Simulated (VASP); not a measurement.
Given:

```
CELL_PARAMETERS angstrom
      3.01801     0.00000     0.00000
     -1.50900     2.61367     0.00000
      0.00000     0.00000     3.18646
ATOMIC_POSITIONS crystal
  Ti 0.00000 0.00000 0.00000
  B  0.33333 0.66667 0.50000
  B  0.66667 0.33333 0.50000
```

Calculation: PBEsol GGA, VASP's PBE PAW potentials (set 64) (plane waves; VASP). Run with 520 eV cut-off, 13×13×11 Γ-centred mesh, tetrahedra with Blöchl corrections, potentials Ti_sv B.

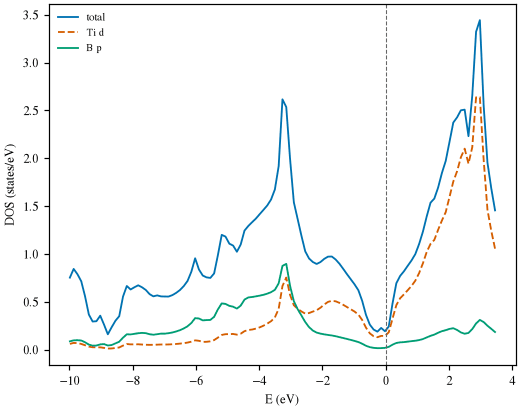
Fig. 1. Total and projected density of states, zero at the Fermi level

Within 2 eV below the Fermi level the largest weight inside VASP's projection spheres is Ti d, then B p.

It has no gap at this level: it comes out as a metal or semimetal.

The structure comes from a measured TiB2 entry (P6/mmm) of the Crystallography Open Database, whose conditions weren't checked. It was relaxed first.
